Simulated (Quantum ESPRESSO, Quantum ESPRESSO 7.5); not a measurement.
# Os(0001), 4 layers: solver and mixing choices

Aim: which eigensolver and mixing brings Os(0001), 4 layers to self-consistency fastest, and whether the result stays the same.

Main program and level: Quantum ESPRESSO 7.5; plane-wave DFT, PBE, PseudoDojo norm-conserving pseudopotentials.

## (1) The structure

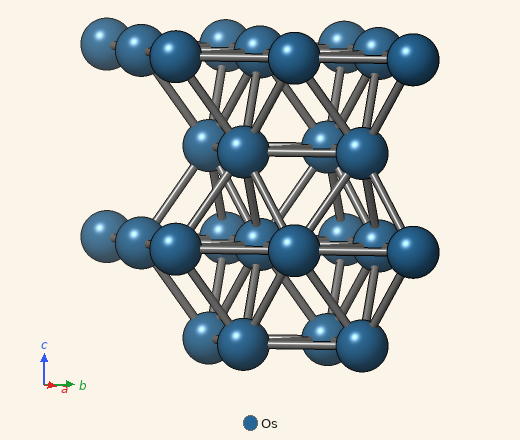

The starting structure, seen from the side, with the c axis up (osmium blue). 2×2×1 cells are drawn. Some periodic images of atoms are drawn too.

The cell holds 4 atoms: 4 Os. Cell: a = 2.740 Å, b = 2.740 Å, c = 22.490 Å, α = 90.0°, β = 90.0°, γ = 60.0°. It derives from Os. Vacuum lies along c.

## (2) Ground state: david, local-TF mixing, beta 0.4, history 8

The first run is the reference of the series.

File c0.in:

```
&control
  prefix = 'c0'
  outdir = './out'
  pseudo_dir = './pseudo'
  calculation = 'scf'
  tprnfor = .true.
/
&system
  ibrav = 0
  nat = 4
  ntyp = 1
  ecutwfc = 66
  ecutrho = 264
  occupations = 'smearing'
  smearing = 'mv'
  degauss = 0.02
  assume_isolated = 'esm'
  esm_bc = 'bc1'
/
&electrons
  conv_thr = 1e-07
  mixing_beta = 0.4
  electron_maxstep = 80
  mixing_mode = 'local-TF'
  diagonalization = 'david'
  mixing_ndim = 8
/
ATOMIC_SPECIES
  Os  190.2300  Os.dojo-sr-pbe-0.4.1-standard.upf
CELL_PARAMETERS angstrom
  2.74000000000000 0.00000000000000 0.00000000000000
  1.37000000000000 2.37290960636936 0.00000000000000
  0.00000000000000 0.00000000000000 22.48969000000000
ATOMIC_POSITIONS crystal
  Os  0.666666666700 0.666666666700 -0.144281446298
  Os  0.000000000000 0.000000000000 -0.048093815433
  Os  0.666666666700 0.666666666700 0.048093815433
  Os  0.000000000000 0.000000000000 0.144281446298
K_POINTS automatic
  12 12 1 0 0 0
```

Command:

```
$ OMP_NUM_THREADS=1 mpirun -n 4 pw.x -nk 4 -in c0.in > c0.out
```

The log of the run:

```text
Program PWSCF v.7.5 starts
[citation notice left out]

     Parallel version (MPI & OpenMP), running on       4 processor cores
     Number of MPI processes:                 4
     Threads/MPI process:                     1

     MPI processes distributed on     1 nodes
[...]
Current dimensions of program PWSCF are:
     Max number of different atomic species (ntypx) = 10
     Max number of k-points (npk) =  40000
     Max angular momentum in pseudopotentials (lmaxx) =  4
     Message from routine setup:
     using ibrav=0 with symmetry is DISCOURAGED, use correct ibrav instead

     K-points division:     npool     =       4
     Subspace diagonalization in iterative solution of the eigenvalue problem:
     a serial algorithm will be used

     G-vector sticks info
     --------------------
     sticks:   dense  smooth     PW     G-vecs:    dense   smooth      PW
     Sum         499     499    151                71709    71709   12429

     Using Slab Decomposition

     bravais-lattice index     =            0
     lattice parameter (alat)  =       5.1778  a.u.
     unit-cell volume          =     986.7607 (a.u.)^3
     number of atoms/cell      =            4
     number of atomic types    =            1
     number of electrons       =        64.00
     number of Kohn-Sham states=           38
     kinetic-energy cutoff     =      66.0000  Ry
     charge density cutoff     =     264.0000  Ry
     scf convergence threshold =      1.0E-07
     mixing beta               =       0.4000
     number of iterations used =            8  local-TF  mixing
     Exchange-correlation= PBE
                           (   1   4   3   4   0   0   0)

     Effective Screening Medium Method
     =================================
     Boundary Conditions: Vacuum-Slab-Vacuum
     total charge in unit cell        =   0.0000
     grid points for fit at edges     =        4

     celldm(1)=   5.177850  celldm(2)=   0.000000  celldm(3)=   0.000000
     celldm(4)=   0.000000  celldm(5)=   0.000000  celldm(6)=   0.000000

     crystal axes: (cart. coord. in units of alat)
               a(1) = (   1.000000   0.000000   0.000000 )
               a(2) = (   0.500000   0.866025   0.000000 )
               a(3) = (   0.000000   0.000000   8.207916 )

     reciprocal axes: (cart. coord. in units 2 pi/alat)
               b(1) = (  1.000000 -0.577350  0.000000 )
               b(2) = (  0.000000  1.154701  0.000000 )
               b(3) = (  0.000000  0.000000  0.121834 )

     PseudoPot. # 1 for Os read from file:
     ./pseudo/Os.dojo-sr-pbe-0.4.1-standard.upf
     Pseudo is Norm-conserving + core correction, Zval = 16.0
     Generated using ONCVPSP code by D. R. Hamann
     Using radial grid of 1344 points,  8 beta functions with:
                l(1) =   0
                l(2) =   0
                l(3) =   1
                l(4) =   1
                l(5) =   2
                l(6) =   2
                l(7) =   3
                l(8) =   3

     atomic species   valence    mass     pseudopotential
     Os               16.00   190.23000     Os( 1.00)

     12 Sym. Ops., with inversion, found ( 6 have fractional translation)

   Cartesian axes

     site n.     atom                  positions (alat units)
         1        Os     tau(   1) = (   1.0000000   0.5773503  -1.1842500  )
         2        Os     tau(   2) = (   0.0000000   0.0000000  -0.3947500  )
         3        Os     tau(   3) = (   1.0000000   0.5773503   0.3947500  )
         4        Os     tau(   4) = (   0.0000000   0.0000000   1.1842500  )

     number of k points=    19  Marzari-Vanderbilt smearing, width (Ry)=  0.0200
                       cart. coord. in units 2pi/alat
        k(    1) = (   0.0000000   0.0000000   0.0000000), wk =   0.0138889
        k(    2) = (   0.0000000   0.0962250   0.0000000), wk =   0.0833333
        k(    3) = (   0.0000000   0.1924501   0.0000000), wk =   0.0833333
        k(    4) = (   0.0000000   0.2886751   0.0000000), wk =   0.0833333
        k(    5) = (   0.0000000   0.3849002   0.0000000), wk =   0.0833333
        k(    6) = (   0.0000000   0.4811252   0.0000000), wk =   0.0833333
        k(    7) = (   0.0000000  -0.5773503   0.0000000), wk =   0.0416667
        k(    8) = (   0.0833333   0.1443376   0.0000000), wk =   0.0833333
        k(    9) = (   0.0833333   0.2405626   0.0000000), wk =   0.1666667
        k(   10) = (   0.0833333   0.3367877   0.0000000), wk =   0.1666667
[...]
k(   19) = (   0.3333333  -0.5773503   0.0000000), wk =   0.0277778

     Dense  grid:    71709 G-vectors     FFT dimensions: (  27,  27, 225)

     Estimated max dynamical RAM per process >     123.54 MB

     Estimated total dynamical RAM >     441.64 MB

     Initial potential from superposition of free atoms

     starting charge      63.9991, renormalised to      64.0000

     negative rho (up, down):  7.236E-05 0.000E+00
     Starting wfcs are   40 randomized atomic wfcs

     total cpu time spent up to now is        2.2 secs

     per-process dynamical memory:    82.3 Mb

     Self-consistent Calculation

     iteration #  1     ecut=    66.00 Ry     beta= 0.40
     Davidson diagonalization with overlap
     ethr =  1.00E-02,  avg # of iterations =  3.8

     Threshold (ethr) on eigenvalues was too large:
     Diagonalizing with lowered threshold

     Davidson diagonalization with overlap
     c_bands:  1 eigenvalues not converged
     c_bands:  4 eigenvalues not converged
     ethr =  9.50E-05,  avg # of iterations = 18.1

     negative rho (up, down):  1.302E-08 0.000E+00

     total cpu time spent up to now is       19.8 secs

     total energy              =    -809.36372203 Ry
     estimated scf accuracy    <       0.29275372 Ry

     iteration #  2     ecut=    66.00 Ry     beta= 0.40
[...]
total energy              =    -809.29106474 Ry
     estimated scf accuracy    <       0.19040580 Ry

     iteration #  3     ecut=    66.00 Ry     beta= 0.40
[...]
c_bands:  1 eigenvalues not converged
[...]
total energy              =    -809.32797881 Ry
     estimated scf accuracy    <       0.02032496 Ry

     iteration #  4     ecut=    66.00 Ry     beta= 0.40
[...]
c_bands:  1 eigenvalues not converged
     c_bands:  1 eigenvalues not converged
[...]
total energy              =    -809.34147844 Ry
     estimated scf accuracy    <       0.01252544 Ry

[...]
total energy              =    -809.34673330 Ry
     estimated scf accuracy    <       0.00779228 Ry

     iteration #  8     ecut=    66.00 Ry     beta= 0.40
[...]
total energy              =    -809.34795947 Ry
     estimated scf accuracy    <       0.00970899 Ry

     iteration #  9     ecut=    66.00 Ry     beta= 0.40
[...]
total energy              =    -809.34240984 Ry
     estimated scf accuracy    <       0.01305497 Ry

     iteration # 10     ecut=    66.00 Ry     beta= 0.40
[...]
total energy              =    -809.34407103 Ry
     estimated scf accuracy    <       0.00200265 Ry

     iteration # 11     ecut=    66.00 Ry     beta= 0.40
[...]
total energy              =    -809.34258955 Ry
     estimated scf accuracy    <       0.00076417 Ry

     iteration # 12     ecut=    66.00 Ry     beta= 0.40
[...]
negative rho (up, down):  3.451E-05 0.000E+00

[...]
total energy              =    -809.34281093 Ry
     estimated scf accuracy    <       0.00092946 Ry

     iteration # 13     ecut=    66.00 Ry     beta= 0.40
[...]
negative rho (up, down):  9.614E-05 0.000E+00

[...]
total energy              =    -809.34270808 Ry
     estimated scf accuracy    <       0.00087519 Ry

     iteration # 14     ecut=    66.00 Ry     beta= 0.40
[...]
total energy              =    -809.34223627 Ry
     estimated scf accuracy    <       0.00042639 Ry

     iteration # 15     ecut=    66.00 Ry     beta= 0.40
[...]
negative rho (up, down):  3.565E-05 0.000E+00

[...]
total energy              =    -809.34220819 Ry
     estimated scf accuracy    <       0.00014358 Ry

     iteration # 16     ecut=    66.00 Ry     beta= 0.40
[...]
c_bands:  1 eigenvalues not converged
[...]
total energy              =    -809.34184750 Ry
     estimated scf accuracy    <       0.00004237 Ry

     iteration # 17     ecut=    66.00 Ry     beta= 0.40
[...]
total energy              =    -809.34175338 Ry
     estimated scf accuracy    <       0.00001434 Ry

     iteration # 18     ecut=    66.00 Ry     beta= 0.40
[...]
negative rho (up, down):  2.429E-06 0.000E+00

[...]
total energy              =    -809.34176686 Ry
     estimated scf accuracy    <       0.00002250 Ry

     iteration # 19     ecut=    66.00 Ry     beta= 0.40
[...]
total energy              =    -809.34175506 Ry
     estimated scf accuracy    <       0.00000102 Ry

     iteration # 20     ecut=    66.00 Ry     beta= 0.40
[...]
c_bands:  5 eigenvalues not converged
     c_bands:  1 eigenvalues not converged
     c_bands:  1 eigenvalues not converged
[...]
negative rho (up, down):  1.672E-06 0.000E+00

[...]
total energy              =    -809.34171904 Ry
     estimated scf accuracy    <       0.00000228 Ry

     iteration # 21     ecut=    66.00 Ry     beta= 0.40
[...]
c_bands:  1 eigenvalues not converged
[...]
total energy              =    -809.34172939 Ry
     estimated scf accuracy    <       0.00000018 Ry

     iteration # 22     ecut=    66.00 Ry     beta= 0.40
[...]
total energy              =    -809.34172312 Ry
     estimated scf accuracy    <       0.00000068 Ry

     iteration # 23     ecut=    66.00 Ry     beta= 0.40
[...]
End of self-consistent calculation

          k = 0.0000 0.0000 0.0000 (  9013 PWs)   bands (ev):

   -92.2153 -92.1591 -91.7516 -91.7514 -51.9739 -51.5288 -51.2192 -51.2192
   -51.1324 -51.1324 -51.0554 -50.9284 -50.6955 -50.6955 -50.6947 -50.6947
   -15.7265 -14.1494 -12.9194 -12.8480  -8.6398  -8.6398  -8.5392  -8.4781
    -8.4339  -8.4339  -7.9159  -7.6903  -7.6903  -7.5765  -7.5765  -6.2022
    -6.2022  -6.0113  -5.0486  -4.9497  -4.9490  -3.9741

          k = 0.0000 0.0962 0.0000 (  8993 PWs)   bands (ev):

   -92.2106 -92.1561 -91.7481 -91.7478 -51.9569 -51.5339 -51.2566 -51.2338
   -51.2032 -51.1423 -51.0313 -50.9364 -50.7428 -50.7395 -50.7068 -50.7059
   -15.4537 -13.8856 -12.6613 -12.5654  -9.0089  -8.8220  -8.7571  -8.4380
    -8.4263  -8.2493  -7.9053  -7.7602  -7.6010  -7.5074  -7.3750  -6.5401
    -6.2809  -6.1309  -5.7796  -5.0286  -4.8045  -3.9838

          k = 0.0000 0.1925 0.0000 (  8963 PWs)   bands (ev):

   -92.1976 -92.1480 -91.7383 -91.7381 -51.9110 -51.5732 -51.3605 -51.3252
   -51.2732 -51.1700 -51.0101 -50.9667 -50.8711 -50.8485 -50.7375 -50.7362
   -14.7023 -13.1986 -12.0185 -11.8339  -9.7005  -9.3536  -9.2866  -8.6075
    -8.4430  -7.8605  -7.8359  -7.7121  -7.6681  -7.1612  -7.1290  -6.7806
    -6.6030  -6.1608  -5.7984  -5.1603  -4.4657  -4.0202

          k = 0.0000 0.2887 0.0000 (  8918 PWs)   bands (ev):

   -92.1794 -92.1375 -91.7249 -91.7247 -51.8551 -51.6919 -51.5283 -51.3826
   -51.3255 -51.2086 -51.0537 -51.0495 -50.9888 -50.9394 -50.7793 -50.7774
   -13.7110 -12.4987 -11.5574 -11.2475 -10.2470  -9.7674  -9.6005  -8.8912
    -8.5492  -7.8604  -7.8116  -7.6789  -7.6005  -7.1858  -6.4503  -6.1949
    -5.8804  -5.4946  -5.3494  -5.0159  -4.0454  -3.9603

          k = 0.0000 0.3849 0.0000 (  8912 PWs)   bands (ev):

   -92.1603 -92.1278 -91.7114 -91.7114 -51.8585 -51.8385 -51.6355 -51.4389
   -51.3765 -51.2477 -51.2031 -51.1515 -50.9894 -50.9826 -50.8209 -50.8182
   -12.9620 -12.3502 -11.7150 -11.3800 -10.5293 -10.1418  -9.8514  -8.2873
    -8.1442  -8.0996  -7.9548  -7.1107  -6.9244  -6.7317  -5.5797  -5.0946
    -4.9606  -4.8190  -4.2926  -4.1686  -3.8869  -3.1302

          k = 0.0000 0.4811 0.0000 (  8920 PWs)   bands (ev):

   -92.1451 -92.1219 -91.7016 -91.7016 -51.9720 -51.9196 -51.6322 -51.5153
   -51.4133 -51.2979 -51.2766 -51.1994 -51.0072 -50.9913 -50.8511 -50.8480
   -12.7543 -12.5473 -12.0581 -11.4602 -10.7461 -10.5603  -9.9328  -8.3945
    -8.3712  -7.4930  -7.3696  -6.9430  -5.9580  -5.1531  -5.0530  -4.3119
    -3.7808  -3.5765  -3.5593  -3.3752  -3.0810  -2.8544

[...]
the Fermi energy is    -5.4003 ev

!    total energy              =    -809.34172152 Ry
     estimated scf accuracy    <       0.00000004 Ry
     smearing contrib. (-TS)   =       0.00075220 Ry
     internal energy E=F+TS    =    -809.34247371 Ry

     The total energy is F=E-TS. E is the sum of the following terms:
     one-electron contribution =   11763.82621361 Ry
     hartree contribution      =   -5908.20065224 Ry
     xc contribution           =    -164.87852111 Ry
     ewald contribution        =   -6500.08951397 Ry

     convergence has been achieved in  23 iterations

     Forces acting on atoms (cartesian axes, Ry/au):

     atom    1 type  1   force =     0.00000000    0.00000000    0.02152527
     atom    2 type  1   force =     0.00000000    0.00000000   -0.02186201
     atom    3 type  1   force =     0.00000000    0.00000000    0.02186201
     atom    4 type  1   force =     0.00000000    0.00000000   -0.02152527

     Total force =     0.043389     Total SCF correction =     0.002273

[...]
=------------------------------------------------------------------------------=
   JOB DONE.
=------------------------------------------------------------------------------=
[...]
```

Elapsed: 2 min, on 4 MPI ranks of Intel Xeon Platinum 8375C at 2.90GHz (Ice Lake), shared host; peak memory 0.58 GiB; 7.8 min of CPU time.

This step gave:

- free energy: -11011.6551 eV
- Fermi energy: -5.400 eV
- vacuum line at the lower end of the cell, over the Fermi level: 5.400 eV
- vacuum line at the upper end of the cell, over the Fermi level: 5.400 eV

The potential energy, planar mean oscillates, so the rows of the table below give means over windows of 2.5 Å about each position, cut where the curve ends. Its maxima inside the range that stand out by 2 % of the span (Å: eV): -2.2: -2.78, 0.0: -2.99, 2.2: -2.78. Its minima: -3.2: -38.9, -1.1: -39.6, 1.1: -39.6, 3.2: -38.9.

Electrostatic potential energy of an electron; zero at the Fermi level. Potential energy, planar mean against z; means over each step:

```tsv
z (Å)	potential energy, planar mean (eV)
-10.0	5.40
-7.5	5.40
-5.0	1.94
-2.5	-19.6
0.0	-21.3
2.5	-19.6
5.0	1.94
7.5	5.40
10.0	5.40
```

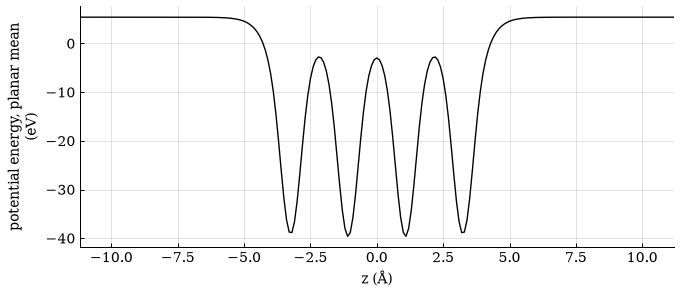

Potential energy, planar mean, plotted against z.

The program's own clock; routines nest. Time by routine:

```tsv
routine	wall time (s)	calls
PWSCF	117.2	1
electrons	114.6	1
c_bands	92.91	24
cegterg	68.85	120
h_psi	55.53	1151
vloc_psi	45.14	1151
fftw	43.61	36272
mix_rho	10.25	24
sum_band	9.37	24
calbec	5.29	1171
h_psi:calbec	5.11	1151
add_vuspsi	4.83	1151
ffts	4.27	2078
init_us_2	1.92	250
```

The vacuum levels are read from the outermost 0.7 Å of the cell on either side.

The run needed 23 iterations to bring the estimated error under 1e-07 Ry; the largest force on any atom, held or free, is 0.56 eV/Å.

Inside the slab this potential holds the local part of the pseudopotentials, which can be repulsive at the nuclei; only its value in the vacuum has a meaning of its own.

## (3) Self-consistent run: david, plain mixing, beta 0.4, history 8

c1.in, as its differences from the input of step 2:

```diff
@@ -1,3 +1,3 @@
 &control
-  prefix = 'c0'
+  prefix = 'c1'
   outdir = './out'
@@ -23,3 +23,3 @@
   electron_maxstep = 80
-  mixing_mode = 'local-TF'
+  mixing_mode = 'plain'
   diagonalization = 'david'
```

Command:

```
$ OMP_NUM_THREADS=1 mpirun -n 4 pw.x -nk 4 -in c1.in > c1.out
```

The log of the run:

```text
[banner, memory and clock lines left out]
Program PWSCF v.7.5 starts
[...]
Message from routine setup:
[...]
number of electrons       =        64.00
     number of Kohn-Sham states=           38
     kinetic-energy cutoff     =      66.0000  Ry
     charge density cutoff     =     264.0000  Ry
[...]
number of k points=    19  Marzari-Vanderbilt smearing, width (Ry)=  0.0200
[...]
Dense  grid:    71709 G-vectors     FFT dimensions: (  27,  27, 225)
[...]
negative rho (up, down):  7.236E-05 0.000E+00
     Starting wfcs are   40 randomized atomic wfcs
[...]
negative rho (up, down):  1.096E-05 0.000E+00
[...]
estimated scf accuracy    <       0.29275372 Ry
[...]
negative rho (up, down):  8.822E-06 0.000E+00
[...]
estimated scf accuracy    <       5.68992070 Ry
[...]
negative rho (up, down):  1.938E-06 0.000E+00
[...]
estimated scf accuracy    <       0.18714931 Ry
[...]
estimated scf accuracy    <       0.00932639 Ry
[...]
estimated scf accuracy    <       0.04548214 Ry
[...]
negative rho (up, down):  1.499E-08 0.000E+00
[...]
estimated scf accuracy    <       0.02249171 Ry
[...]
estimated scf accuracy    <       0.00809497 Ry
[...]
estimated scf accuracy    <       0.00082814 Ry
[...]
estimated scf accuracy    <       0.00058916 Ry
[...]
estimated scf accuracy    <       0.00027127 Ry
[...]
estimated scf accuracy    <       0.00229562 Ry
[...]
estimated scf accuracy    <       0.00047356 Ry
[...]
estimated scf accuracy    <       0.00030472 Ry
[...]
estimated scf accuracy    <       0.00021648 Ry
[...]
estimated scf accuracy    <       0.00057360 Ry
[...]
estimated scf accuracy    <       0.00007018 Ry
[...]
estimated scf accuracy    <       0.00009121 Ry
[...]
estimated scf accuracy    <       0.00001507 Ry
[...]
estimated scf accuracy    <       0.00000633 Ry
[...]
estimated scf accuracy    <       0.00000449 Ry
[...]
estimated scf accuracy    <       0.00000660 Ry
[...]
estimated scf accuracy    <       0.00000817 Ry
[...]
estimated scf accuracy    <       0.00000535 Ry
[...]
estimated scf accuracy    <       0.00012149 Ry
[...]
estimated scf accuracy    <       0.00009761 Ry
[...]
estimated scf accuracy    <       0.00002126 Ry
[...]
estimated scf accuracy    <       0.00001881 Ry
[...]
estimated scf accuracy    <       0.00000262 Ry
[...]
estimated scf accuracy    <       0.00005345 Ry
[...]
estimated scf accuracy    <       0.00005070 Ry
[...]
estimated scf accuracy    <       0.00000410 Ry
[...]
estimated scf accuracy    <       0.00000236 Ry
[...]
estimated scf accuracy    <       0.00000931 Ry
[...]
estimated scf accuracy    <       0.00000592 Ry
[...]
estimated scf accuracy    <       0.00000033 Ry
[...]
the Fermi energy is    -5.3997 ev
!    total energy              =    -809.34172152 Ry
     estimated scf accuracy    <       0.00000004 Ry
     smearing contrib. (-TS)   =       0.00075176 Ry
     internal energy E=F+TS    =    -809.34247328 Ry
[...]
one-electron contribution =   11763.82702265 Ry
     hartree contribution      =   -5908.20163026 Ry
     xc contribution           =    -164.87835170 Ry
     ewald contribution        =   -6500.08951397 Ry
     convergence has been achieved in  36 iterations
[...]
Total force =     0.043655     Total SCF correction =     0.001985
[...]
```

The job ended after 3 min (4 MPI ranks; peak memory 0.58 GiB).

The program's own clock; routines nest. Time by routine:

```tsv
routine	wall time (s)	calls
PWSCF	181.2	1
electrons	178.3	1
c_bands	156.9	37
cegterg	118.3	185
h_psi	93.98	1815
vloc_psi	75.22	1815
fftw	74.18	55044
sum_band	17.11	37
calbec	9.67	1835
h_psi:calbec	9.38	1815
add_vuspsi	8.77	1815
init_us_2	3.13	380
cdiaghg	2.82	1805
v_of_rho	2.75	37
```

Counted from each run's own zero (the Fermi level), the vacuum level differs from the first run's by -1 meV.

(Continued in part 2 of 3.)

[Logs are printed without paths, hosts, clocks, repeated set-up lines and the standing remarks that a program may print on its own settings, such as how far it seeks lower states.]

[Hosts, paths, dates, database ids (printed as entryN), source tags and the programs' standing remarks are cut or masked in the printed files.]

[Maps of the electrostatic potential energy from Ansatz leave out the sawtooth potential of an applied field or a dipole correction, so their vacuum need not be flat; planar profiles and work functions include it.]
